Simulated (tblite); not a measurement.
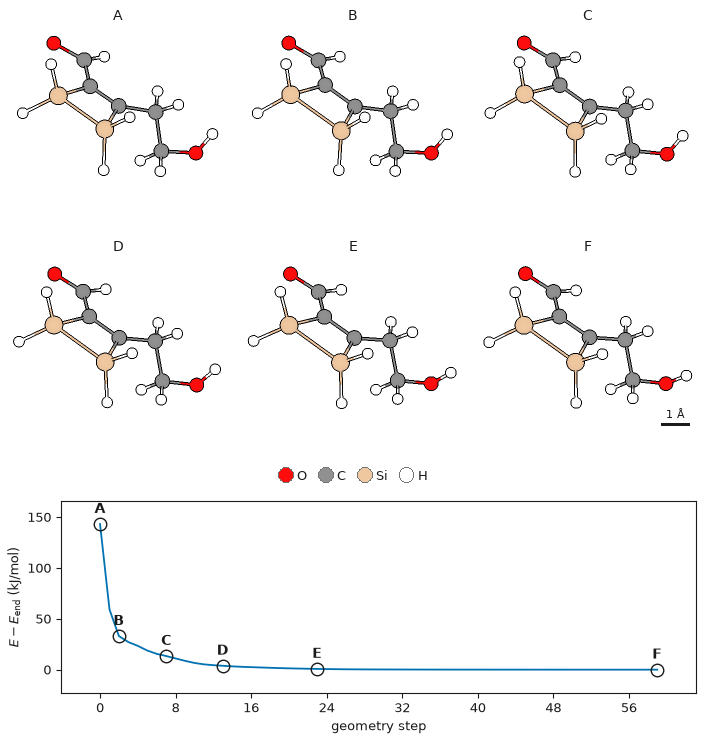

Frames of a relaxation of C5H10O2Si2, marked on the history of the run. A ball-and-stick model, seen from a free direction.

Theory: GFN2-xTB geometry optimisation, gas phase in tblite. 

What happens along the run?

Answer. An H atom moves most after the best rigid fit: 0.41 Å. By element the largest moves are H 0.41 Å, Si 0.17 Å, O 0.13 Å, C 0.12 Å. Near-neighbour distances that change, for instance: Si–Si 2.111 → 2.344 Å, C–Si 1.790 → 1.909 Å, C–Si 1.831 → 1.922 Å, C–C 1.523 → 1.444 Å. Among the angles between lasting bonds that change: C–C–H 116.6° → 108.8°, H–Si–H 112.5° → 105.5°, C–C–O 107.0° → 112.7°. Groups turn about C–O by about 30°. The energy falls by 143.2 kJ/mol in 59 geometry steps. From step 0 to 2: a Si atom moves most (0.11 Å), energy −110.1 kJ/mol. From step 2 to 7: an H atom moves most (0.09 Å), energy −19.6 kJ/mol. From step 7 to 13: an H atom moves most (0.13 Å), energy −9.59 kJ/mol. From step 13 to 23: an H atom moves most (0.13 Å), energy −3.10 kJ/mol. From step 23 to 59: an H atom moves most (0.11 Å), energy −0.74 kJ/mol.

| step | E − E(0), kJ/mol |
| --- | --- |
| 0 | 0.00 |
| 1 | -83.93 |
| 2 | -110.13 |
| 3 | -116.03 |
| 4 | -119.76 |
| 5 | -124.32 |
| 6 | -127.59 |
| 7 | -129.73 |
| 8 | -132.11 |
| 9 | -134.48 |
| 10 | -136.54 |
| 13 | -139.32 |
| 15 | -140.33 |
| 18 | -141.30 |
| 20 | -141.85 |
| 23 | -142.42 |
| 25 | -142.68 |
| 28 | -142.90 |
| 31 | -142.98 |
| 33 | -143.03 |
| 36 | -143.07 |
| 38 | -143.08 |
| 41 | -143.10 |
| 44 | -143.11 |
| 46 | -143.12 |
| 49 | -143.13 |
| 51 | -143.14 |
| 54 | -143.15 |
| 56 | -143.15 |
| 59 | -143.16 |
